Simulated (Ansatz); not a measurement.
System: C5H15AsSi (SMILES C[As]([SiH3])C(C)(C)C).

The calculation's input:

```
crystal:
  periodic: [false, false, false]
  atoms:
    - {symbol: C, position_ang: [1.815374, -0.291432, -1.546984]}
    - {symbol: As, position_ang: [1.400545, -0.027558, 0.365984]}
    - {symbol: Si, position_ang: [0.962842, -2.300812, 0.823265]}
    - {symbol: C, position_ang: [-0.480034, 0.687235, 0.255234]}
    - {symbol: C, position_ang: [-1.442437, -0.213583, -0.498439]}
    - {symbol: C, position_ang: [-0.947610, 0.871730, 1.692415]}
    - {symbol: C, position_ang: [-0.383261, 2.041535, -0.435205]}
    - {symbol: H, position_ang: [1.027278, -0.819474, -2.083968]}
    - {symbol: H, position_ang: [1.984905, 0.681938, -2.008052]}
    - {symbol: H, position_ang: [2.739643, -0.866516, -1.618202]}
    - {symbol: H, position_ang: [2.267894, -2.987982, 1.022512]}
    - {symbol: H, position_ang: [0.166463, -2.439201, 2.073342]}
    - {symbol: H, position_ang: [0.240213, -2.998129, -0.278110]}
    - {symbol: H, position_ang: [-1.105720, -0.417135, -1.517400]}
    - {symbol: H, position_ang: [-2.424435, 0.269940, -0.570632]}
    - {symbol: H, position_ang: [-1.588476, -1.171250, 0.007151]}
    - {symbol: H, position_ang: [-0.273659, 1.524487, 2.253047]}
    - {symbol: H, position_ang: [-1.944299, 1.327428, 1.705780]}
    - {symbol: H, position_ang: [-1.013445, -0.081672, 2.223145]}
    - {symbol: H, position_ang: [-1.364041, 2.531213, -0.432541]}
    - {symbol: H, position_ang: [0.322062, 2.704097, 0.073452]}
    - {symbol: H, position_ang: [-0.069202, 1.945041, -1.477394]}
basis:
  gaussian: {orbitals: def2-TZVPP}
hamiltonian: {xc: pbe0, dispersion: d4}
output: {orbitals: {seedname: orbitals}}
```

Launched as:

```sh
ansatz run in.yaml --threads 5 --pin off --events-out ev --progress --plain --max-ram 66560MiB --backend cuda --devices 0, --max-vram 37GiB
```

Geometry: PBE0-D4/def2-TZVP.

These are results of Ansatz, RKS PBE0-D4/def2-TZVPP, not measurements.

Question: What will maps of the electron density and electron localisation function show?

Answer: C–C (1.52 Å): ρ is about 1.7 e/Å³ halfway; the ELF peaks at about 0.95 between the atoms; a covalent bond.
C–As (1.98 Å): ρ is about 0.9 e/Å³ halfway; the ELF peaks at about 0.90 between the atoms: a covalent bond.
C–H (1.09 Å): ρ is about 2 e/Å³ halfway; the ELF climbs to about 1 towards the hydrogen, as it does in any bond to H (an ordinary covalent bond to hydrogen).

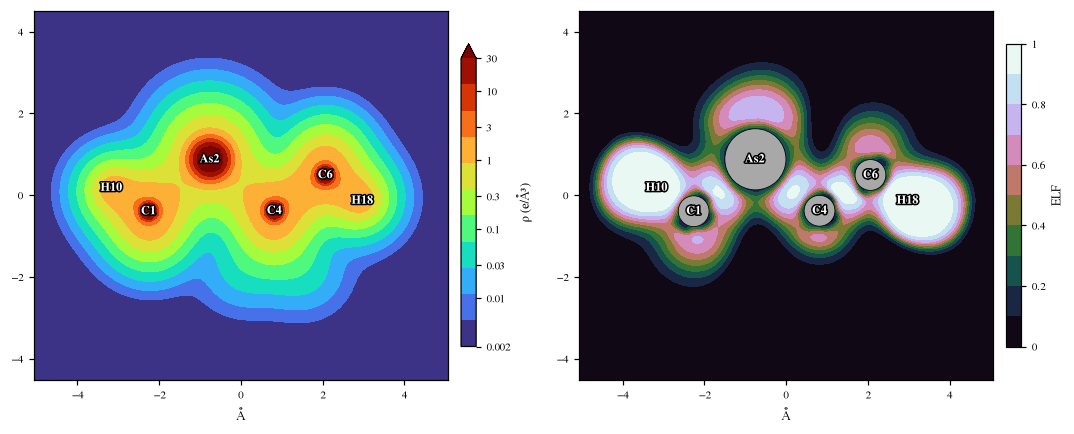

Computed electron density and electron localisation function on the plane of atoms C4, C6 and H18, in this order. Grey discs cover the atomic cores in the ELF map. 
